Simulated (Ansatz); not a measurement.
# CH7AlN2Si: single-point calculation

- system: CH7AlN2Si
- method: RHF, mp2/def2-mTZVP (Ansatz 0.2.0)

The geometry comes from this level: PBE0-D4/def2-TZVP.

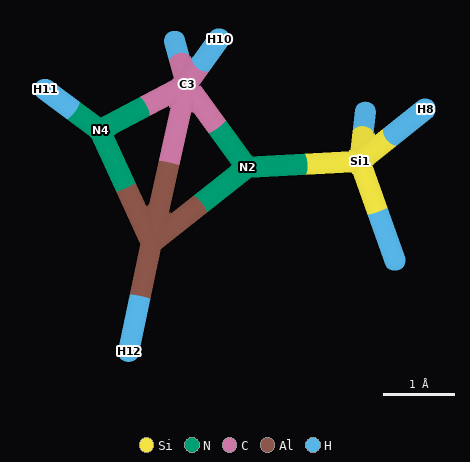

The structure (stick view, seen at a tilt; atoms are numbered from 1 in the order of the input). Sticks mark near contacts.

**Input file**
```yaml
crystal:
  periodic: [false, false, false]
  atoms:
    - {symbol: Si, position_ang: [-1.633412, 0.355818, 0.925559]}
    - {symbol: N, position_ang: [-0.161644, 0.271057, 0.066749]}
    - {symbol: C, position_ang: [0.577318, -0.974317, -0.209941]}
    - {symbol: N, position_ang: [1.728426, -0.467501, -0.955756]}
    - {symbol: Al, position_ang: [1.115397, 1.179384, -0.804840]}
    - {symbol: H, position_ang: [-2.038649, 1.785569, 0.981037]}
    - {symbol: H, position_ang: [-2.723708, -0.428579, 0.273182]}
    - {symbol: H, position_ang: [-1.514184, -0.165039, 2.319872]}
    - {symbol: H, position_ang: [-0.030287, -1.674559, -0.802553]}
    - {symbol: H, position_ang: [0.871640, -1.478321, 0.722828]}
    - {symbol: H, position_ang: [2.419037, -1.116926, -1.279326]}
    - {symbol: H, position_ang: [1.466967, 2.658311, -1.202712]}
basis:
  gaussian: {orbitals: def2-mTZVP, point_charges: [{charge: 2.00, position_ang: [5.102, 0.624, 0.774]}]}
hamiltonian: {xc: {name: HF}}
correlation: {method: mp2, frozen_orbitals: {Si: 0}}
output: {forces: true}
```

Hardware: 4 threads of Arm Neoverse V1, 23 GiB of memory available, shared host.

Command:
```bash
ansatz run in.yaml --threads 4 --pin off --events-out ev --progress --plain --max-ram 10444MiB
```

**The program's output**
```
Functional definition: HF
  name "HF"
  cite "Fock, Z. Phys. 61, 126 (1930) doi:10.1007/BF01340294"
  parent pbe
  exchange = exact_x
  correlation = 0
Error: "frozen_orbitals" has no count for N
```

**What the run reported**

| quantity | value |
| --- | --- |
| outcome | refused by the program |

**What went wrong**

The input was spoiled on purpose: more core orbitals are frozen than the atom can spare. The program refused the input: “"frozen_orbitals" has no count for N”
